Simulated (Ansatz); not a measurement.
**GaH4NO: molecular dynamics**

Purpose: to follow the molecule's vibrations and see whether its bonds hold. The start is relaxed first. Runs: 300 steps of 0.5 fs under a Nosé-Hoover thermostat at 1500 K.

Program: Ansatz 0.2.0. Level of theory: RKS PBE-D4/def2-SVP. These are calculated values, not measurements.

### Step 1. Starting point

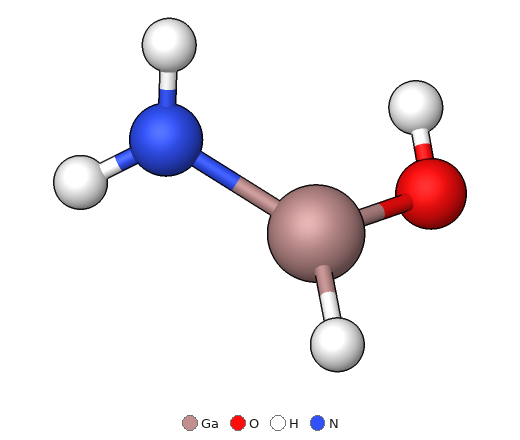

Start, viewed from a chosen angle; gallium pink, oxygen red, hydrogen white, nitrogen blue.

Structure file:

```xyz
7

Ga    0.0000    0.0000    0.0000
O     0.0000    0.0000    1.7900
H    -0.9095   -0.2814    2.1271
H     1.3596    0.0000   -0.7850
N    -1.6714    0.0000   -0.9650
H    -2.3403   -0.8164   -0.8664
H    -1.9204    0.8164   -1.5936
```

### Step 2. Relaxing the start

input.yaml

```yaml
crystal:
  periodic: [false, false, false]
  atoms:
    - { symbol: Ga, position_ang: [0.0, 0.0, 0.0] }
    - { symbol: O, position_ang: [0.0, 0.0, 1.79] }
    - { symbol: H, position_ang: [-0.9095, -0.2814, 2.1271] }
    - { symbol: H, position_ang: [1.3596, 0.0, -0.785] }
    - { symbol: "N", position_ang: [-1.6714, 0.0, -0.965] }
    - { symbol: H, position_ang: [-2.3403, -0.8164, -0.8664] }
    - { symbol: H, position_ang: [-1.9204, 0.8164, -1.5936] }
basis:
  gaussian: { orbitals: def2-SVP }
hamiltonian:
  xc: pbe
  dispersion: d4
relax:
  f_tol: 0.02
  max_steps: 40
output:
  orbitals: {}
```

Command:

```bash
> ansatz run input.yaml --threads 1 --pin off --max-ram 2048MiB --backend cpu --events-out ev --progress --plain --runs-dir out
```

Output, shortened:

```text
Warning: RAYON_NUM_THREADS=1 ignored (pool sized by the plan → 1); use --threads N
[...]
Functional definition: PBE
[...]
902 factors; their error is unknown
[...]
mean field -55959.21927254 eV, -2056.4633777447 hartree, gradient 5.0e-5 eV, S^2 0.000000; 0 other end points of the search recorded, 0 dependent functions left out
[...]
reference -55959.21931125 eV, -2056.4633791671 hartree; 25, 25 occupied and 55, 55 virtual orbitals, 902 factors
relax step   1: F+E_penalty+E_count = -55959.31754039 eV  Δ(F+E_penalty+E_count) = +0.000e0 eV  max|allowed force component| = 1.575e0 eV/Å  Δτ_max = 0.0000 Å  (25 SCF iters, accepted)
[...]
relax step   6: F+E_penalty+E_count = -55959.85404854 eV  Δ(F+E_penalty+E_count) = -5.651e-3 eV  max|allowed force component| = 6.606e-2 eV/Å  Δτ_max = 0.0681 Å  (28 SCF iters, accepted)
[...]
relax step   7: F+E_penalty+E_count = -55959.85531960 eV  Δ(F+E_penalty+E_count) = -1.271e-3 eV  max|allowed force component| = 1.166e-2 eV/Å  Δτ_max = 0.0232 Å  (27 SCF iters, accepted)
902 factors; their error is unknown
[...]
mean field -55959.75475689 eV, -2056.4830564316 hartree, gradient 1.2e-5 eV, S^2 0.000000; 1 other end points of the search recorded, 0 dependent functions left out
[...]
reference -55959.75479359 eV, -2056.4830577803 hartree; 25, 25 occupied and 55, 55 virtual orbitals, 902 factors
Total energy: -55959.85535630 eV, -2056.4867533916 hartree
Atom 0 at    -0.024802     0.057136    -0.046881 Å, force    -0.002353     0.001849    -0.006688 eV/Å
Atom 1 at    -0.017351    -0.273480     1.729250 Å, force    -0.004304     0.000337     0.008173 eV/Å
Atom 2 at    -0.907221    -0.444896     2.086836 Å, force     0.006444    -0.002107     0.000002 eV/Å
Atom 3 at     1.340800     0.360955    -0.731449 Å, force     0.003378    -0.000223    -0.000266 eV/Å
Atom 4 at    -1.625897     0.016096    -0.920940 Å, force    -0.006772     0.001259    -0.010153 eV/Å
Atom 5 at    -2.527088    -0.188183    -0.487252 Å, force     0.000039     0.001824    -0.002725 eV/Å
Atom 6 at    -1.720441     0.190972    -1.922463 Å, force     0.003568    -0.002938     0.011657 eV/Å
Dipole moment:    -0.492383    -0.017616    -0.241605 e Å
```

It took 8.2 s on 1 thread of Intel Xeon 6975P-C (Granite Rapids), shared host; peak memory 0.14 GiB.

Relaxation path:

```tsv
step	energy from step 1 (eV)	largest force component (eV/Å)
1	0.0000	1.5748
2	-0.2302	2.1130
3	-0.3933	1.3357
4	-0.4979	0.3996
5	-0.5309	0.1102
6	-0.5365	0.0661
7	-0.5378	0.0117
```

Step 1 is the start.

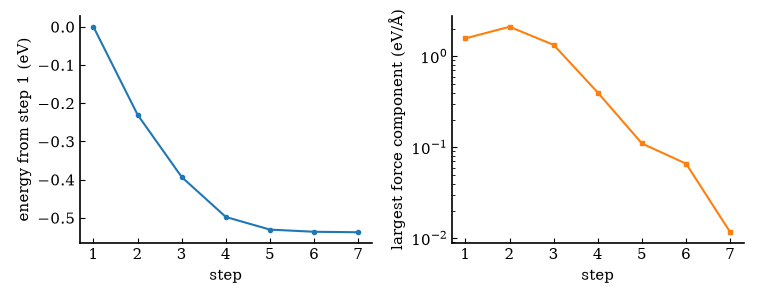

How energy and force went from step to step.

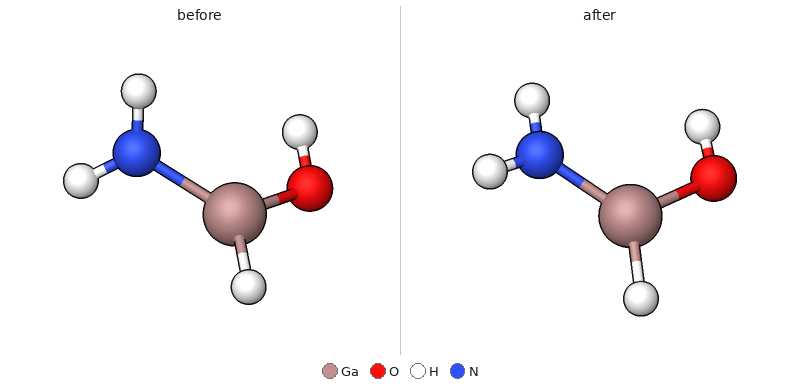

The structure before (left) and after (right), drawn at the same scale.

After: Bond lengths: Ga1–O2 1.807 Å, O2–H3 0.974 Å, Ga1–H4 1.558 Å, Ga1–N5 1.825 Å, N5–H6 1.021 Å, N5–H7 1.021 Å. Angles: Ga1–O2–H3 112.9°, O2–Ga1–H4 117.7°, O2–Ga1–N5 118.1°, H4–Ga1–N5 124.3°, Ga1–N5–H6 125.1°, Ga1–N5–H7 123.2°, H6–N5–H7 111.7°.

### Step 3. Dynamics

300 steps of 0.5 fs under a Nosé-Hoover thermostat at 1500 K, from the relaxed start.

input.yaml

```yaml
crystal:
  periodic: [false, false, false]
  atoms:
    - { symbol: Ga, position_ang: [-0.024802, 0.057136, -0.046881] }
    - { symbol: O, position_ang: [-0.017351, -0.27348, 1.72925] }
    - { symbol: H, position_ang: [-0.907221, -0.444896, 2.086836] }
    - { symbol: H, position_ang: [1.3408, 0.360955, -0.731449] }
    - { symbol: "N", position_ang: [-1.625897, 0.016096, -0.92094] }
    - { symbol: H, position_ang: [-2.527088, -0.188183, -0.487252] }
    - { symbol: H, position_ang: [-1.720441, 0.190972, -1.922463] }
basis:
  gaussian: { orbitals: def2-SVP }
hamiltonian:
  xc: pbe
  dispersion: d4
md:
  timestep: 0.5
  n_steps: 300
  ensemble: nvt_nose_hoover
  temperature: 1500.0
  initial_velocities: maxwell_boltzmann
  seed: 882646
  nose_hoover: { tau: 20.0, chain_length: 5 }
```

Command:

```bash
> ansatz run input.yaml --threads 1 --pin off --max-ram 2048MiB --backend cpu --events-out ev --progress --plain --runs-dir out
```

Output, shortened:

```text
Warning: RAYON_NUM_THREADS=1 ignored (pool sized by the plan → 1); use --threads N
[...]
Functional definition: PBE
[...]
902 factors; their error is unknown
[...]
mean field -55959.75476283 eV, -2056.4830566500 hartree, gradient 4.7e-5 eV, S^2 0.000000; 0 other end points of the search recorded, 0 dependent functions left out
[...]
reference -55959.75479943 eV, -2056.4830579951 hartree; 25, 25 occupied and 55, 55 virtual orbitals, 902 factors
md step     0: t =     0.00 fs  T =  1500.0 K  F+E_penalty+E_count = -55959.85532554 eV  E_kin = 0.969450 eV  conserved = -55958.88587554 eV  (25 SCF iters)
[...]
md step    18: t =     9.00 fs  T =   971.5 K  F+E_penalty+E_count = -55959.48940466 eV  E_kin = 0.627906 eV  conserved = -55958.88527050 eV  (27 SCF iters, 3 dispersion substeps)
[...]
md step    36: t =    18.00 fs  T =   780.4 K  F+E_penalty+E_count = -55959.26390908 eV  E_kin = 0.504396 eV  conserved = -55958.88372131 eV  (29 SCF iters, 3 dispersion substeps)
[...]
md step    54: t =    27.00 fs  T =  1125.4 K  F+E_penalty+E_count = -55959.18132321 eV  E_kin = 0.727341 eV  conserved = -55958.88033499 eV  (28 SCF iters, 3 dispersion substeps)
[...]
md step    70: t =    35.00 fs  T =  1083.0 K  F+E_penalty+E_count = -55958.87430698 eV  E_kin = 0.699945 eV  conserved = -55958.87938453 eV  (29 SCF iters, 3 dispersion substeps)
md step    71: t =    35.50 fs  T =   955.4 K  F+E_penalty+E_count = -55958.78068991 eV  E_kin = 0.617470 eV  conserved = -55958.87699598 eV  (29 SCF iters, 3 dispersion substeps)
```

### Step 4. The output, continued: dynamics from the start

The log, continued, shortened:

```text
md step    72: t =    36.00 fs  T =   908.6 K  F+E_penalty+E_count = -55958.74183583 eV  E_kin = 0.587226 eV  conserved = -55958.87605798 eV  (29 SCF iters, 3 dispersion substeps)
[...]
md step    94: t =    47.00 fs  T =  1019.1 K  F+E_penalty+E_count = -55958.67510236 eV  E_kin = 0.658673 eV  conserved = -55958.88070191 eV  (29 SCF iters, 3 dispersion substeps)
[...]
md step   116: t =    58.00 fs  T =  1503.5 K  F+E_penalty+E_count = -55958.85189528 eV  E_kin = 0.971715 eV  conserved = -55958.88315542 eV  (29 SCF iters, 3 dispersion substeps)
[...]
md step   138: t =    69.00 fs  T =  1805.4 K  F+E_penalty+E_count = -55958.72885664 eV  E_kin = 1.166805 eV  conserved = -55958.87719140 eV  (30 SCF iters, 3 dispersion substeps)
[...]
md step   160: t =    80.00 fs  T =  2070.0 K  F+E_penalty+E_count = -55958.83533439 eV  E_kin = 1.337865 eV  conserved = -55958.87251089 eV  (29 SCF iters, 3 dispersion substeps)
md step   161: t =    80.50 fs  T =  2112.9 K  F+E_penalty+E_count = -55958.87005131 eV  E_kin = 1.365573 eV  conserved = -55958.87230749 eV  (28 SCF iters, 3 dispersion substeps)
md step   162: t =    81.00 fs  T =  2301.8 K  F+E_penalty+E_count = -55959.00467005 eV  E_kin = 1.487635 eV  conserved = -55958.87646900 eV  (29 SCF iters, 3 dispersion substeps)
```

### Step 5. The output, continued: dynamics from the start

Output, continued, shortened:

```text
md step   163: t =    81.50 fs  T =  2542.3 K  F+E_penalty+E_count = -55959.17569848 eV  E_kin = 1.643117 eV  conserved = -55958.88170900 eV  (28 SCF iters, 3 dispersion substeps)
[...]
md step   181: t =    90.50 fs  T =  1423.2 K  F+E_penalty+E_count = -55958.69560522 eV  E_kin = 0.919804 eV  conserved = -55958.87724959 eV  (29 SCF iters, 3 dispersion substeps)
[...]
md step   199: t =    99.50 fs  T =  1097.3 K  F+E_penalty+E_count = -55958.73866206 eV  E_kin = 0.709212 eV  conserved = -55958.87466280 eV  (28 SCF iters, 3 dispersion substeps)
[...]
md step   217: t =   108.50 fs  T =   788.6 K  F+E_penalty+E_count = -55958.77385832 eV  E_kin = 0.509661 eV  conserved = -55958.87709767 eV  (29 SCF iters, 3 dispersion substeps)
[...]
md step   300: t =   150.00 fs  T =   814.6 K  F+E_penalty+E_count = -55959.03091014 eV  E_kin = 0.526493 eV  conserved = -55958.88258563 eV  (26 SCF iters, 3 dispersion substeps)
Total energy: -55959.03094808 eV, -2056.4564569483 hartree
Atom 0 at    -0.092209     0.069559    -0.001590 Å, force     0.117267     0.122861     0.001108 eV/Å
Atom 1 at     0.147474    -0.349945     1.716368 Å, force     0.260454     0.115601    -0.223710 eV/Å
Atom 2 at    -0.041722    -0.534896     2.647870 Å, force    -0.439236     0.066815    -0.470922 eV/Å
Atom 3 at     1.151003     0.687461    -0.716859 Å, force     0.318029    -0.176918     0.134826 eV/Å
Atom 4 at    -1.536700     0.028824    -1.135408 Å, force    -3.201551     1.232130     3.379759 eV/Å
Atom 5 at    -2.589405     0.210486    -0.872085 Å, force     2.515317    -0.668207    -0.335152 eV/Å
Atom 6 at    -1.526849    -0.266680    -2.061356 Å, force     0.429721    -0.692280    -2.485909 eV/Å
Dipole moment:    -0.365619    -0.084199     0.044911 e Å
```

Wall time 5.1 min (1 thread of Intel Xeon 6975P-C (Granite Rapids), shared host); peak memory 0.13 GiB.

### Step 6. Frames and traces

One step in 16; energies are changes from step 0:

```tsv
time (fs)	T (K)	potential energy change (meV/atom)	conserved energy change (meV/atom)
0.0	1500	0.0	0.00
8.0	851	62.9	0.54
16.0	493	107.3	0.83
24.0	1162	75.5	0.31
32.0	1140	123.1	0.85
40.0	1320	130.1	0.80
48.0	1141	158.5	0.40
56.0	619	219.8	1.53
64.0	1770	146.8	1.07
72.0	2427	109.9	0.27
80.0	2070	145.7	1.91
88.0	1567	160.2	0.75
96.0	1659	121.0	0.52
104.0	1075	143.6	1.45
112.0	1065	119.4	0.36
120.0	1353	72.3	0.15
128.0	552	133.9	1.00
136.0	888	97.1	0.72
144.0	1004	88.6	0.08
150.0	815	117.8	0.47
```

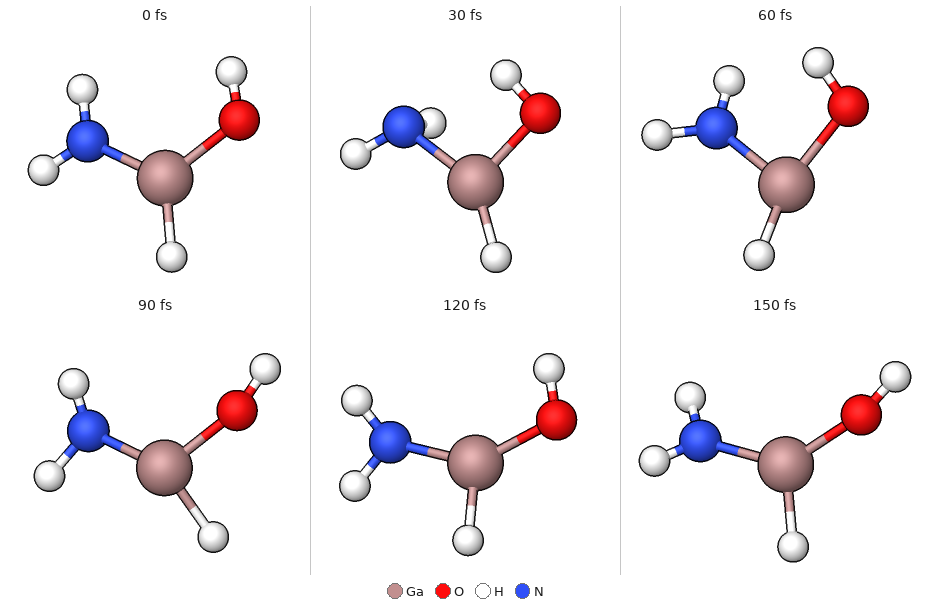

Six frames of the run, seen from a chosen angle. Sticks join atoms within a bonding distance in each frame.

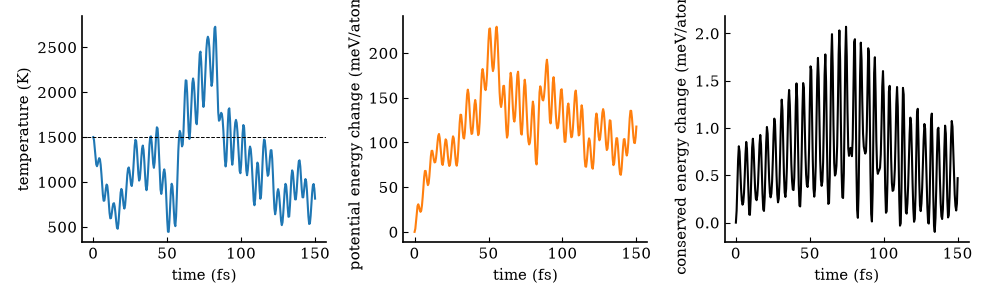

Traces against time; each panel has its own scale. The dashed line is the set temperature.

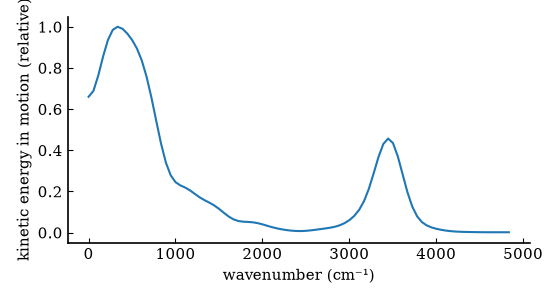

Power spectrum of the mass-weighted velocities; a run of 150 fs resolves no finer than about 440 cm⁻¹.

Maxima of the velocity power spectrum (cm⁻¹, relative height; resolution about 440 cm⁻¹): 330 (100), 3450 (46).

### Step 7. Frames from the trajectory

Extended XYZ, with forces in eV/Å:

```xyz
7
time_fs=19.0 T=923 dE=0.5236
Ga    0.030    0.072   -0.085   -1.140    0.023    1.341
O    -0.185   -0.300    1.699    1.026    0.341   -0.325
H    -0.954   -0.476    2.256   -0.414   -0.143   -0.368
H     1.477    0.643   -0.213   -0.016   -0.271   -0.430
N    -1.714   -0.093   -0.776    0.421    0.201   -0.774
H    -2.256    0.594   -0.235   -0.220   -0.106    0.095
H    -1.950    0.082   -1.774    0.343   -0.044    0.462
7
time_fs=37.5 T=1270 dE=0.8984
Ga    0.058    0.092   -0.077    1.383    0.249   -1.281
O    -0.304   -0.298    1.624    0.536   -0.110    0.608
H    -1.082   -0.712    1.199   -0.971   -0.504    1.172
H     1.424    0.150   -0.918   -0.458    0.123    0.380
N    -1.718   -0.147   -0.621   -1.092    2.388    1.552
H    -2.253    0.724   -0.165    1.056   -2.189   -1.117
H    -1.819   -0.008   -1.608   -0.454    0.042   -1.314
7
time_fs=56.0 T=619 dE=1.5383
Ga    0.096    0.106   -0.090   -3.008   -1.577    0.600
O    -0.400   -0.335    1.658    2.638    1.176    0.307
H    -1.164   -0.900    1.772   -0.662   -0.304   -0.683
H     1.092   -0.119   -1.307    0.138    0.365    0.725
N    -1.721   -0.061   -0.624   -1.496    1.354    4.631
H    -2.705   -0.024   -0.032    3.460    0.062   -1.382
H    -2.001   -0.375   -1.473   -1.069   -1.077   -4.197
7
time_fs=75.0 T=1908 dE=1.1454
Ga    0.021    0.063   -0.085    1.690    0.514    0.993
O    -0.188   -0.283    1.739   -0.629   -0.224   -1.298
H    -1.125   -0.598    1.675    0.422    0.131    0.708
H     1.568    0.580   -0.328   -1.090   -0.329   -0.230
N    -1.653    0.059   -0.799   -0.384   -1.575    6.428
H    -2.218   -0.686   -0.083    1.710    2.516   -1.657
H    -2.125   -0.234   -1.553   -1.720   -1.032   -4.946
7
time_fs=94.0 T=1192 dE=1.2111
Ga   -0.035    0.031   -0.042   -0.016    1.270    0.761
O    -0.012   -0.256    1.696    0.302   -0.294    0.758
H    -0.285   -0.321    2.622   -0.249   -0.191   -0.524
H     1.184    1.093   -0.196   -0.375   -0.724   -0.557
N    -1.632    0.085   -0.959   -3.327   -3.094    4.748
H    -2.550   -0.586   -0.924    2.995    1.865    0.149
H    -1.460    0.288   -1.853    0.669    1.169   -5.335
7
time_fs=112.5 T=906 dE=0.9344
Ga   -0.089    0.045    0.008   -0.696    0.146   -1.471
O     0.178   -0.276    1.731    0.112   -0.238    0.883
H    -0.357   -0.529    2.523    0.093    0.264   -1.145
H     0.994    0.425   -1.110    0.378    0.104    0.815
N    -1.585    0.091   -1.152   -2.240   -3.604    5.535
H    -2.369   -0.659   -1.135    1.539    1.980   -0.542
H    -1.286    0.510   -1.944    0.813    1.347   -4.075
7
time_fs=131.0 T=853 dE=0.7169
Ga   -0.134    0.063    0.001    2.170   -0.250    0.277
O     0.303   -0.307    1.757   -2.452   -0.283   -0.279
H    -0.599   -0.611    2.072    1.022    0.176    0.529
H     1.395    0.138   -0.437   -0.280    0.331   -0.574
N    -1.515    0.063   -1.166   -2.485   -0.625    3.070
H    -2.520   -0.260   -0.966    1.949    0.678   -0.843
H    -1.172    0.120   -2.082    0.076   -0.027   -2.180
7
time_fs=150.0 T=815 dE=0.8244
Ga   -0.092    0.070   -0.002    0.117    0.123    0.001
O     0.147   -0.350    1.716    0.261    0.116   -0.224
H    -0.042   -0.535    2.648   -0.439    0.067   -0.471
H     1.151    0.688   -0.717    0.318   -0.177    0.135
N    -1.537    0.029   -1.135   -3.202    1.232    3.380
H    -2.589    0.210   -0.872    2.515   -0.668   -0.335
H    -1.527   -0.267   -2.061    0.430   -0.692   -2.486
```

### Step 8. Results

| quantity | value |
| --- | --- |
| relaxation of the start | 6 moves, 0.538 eV lower |
| length | 300 steps of 0.5 fs |
| temperature, first and last step | 1500 and 815 K |
| temperature, second half | mean 1277 K, from 519 to 2728 K |
| potential energy, second half | +118 meV/atom from the start |
| largest change of the conserved energy | 2.07 meV/atom |
| bonds formed or broken | 0 |

**Reading.** Against a set 1500 K the second half averages 1277 K, going from 1908 to 815 K over that half. The conserved energy strays from its start by at most 2.07 meV/atom, 1.8 % of the mean kinetic energy, so a step of 0.5 fs is short enough over this time. The bonds all hold. Averages from a run of 150 fs with 7 atoms are rough. The nuclei move classically, without zero-point motion, which matters most for hydrogen.
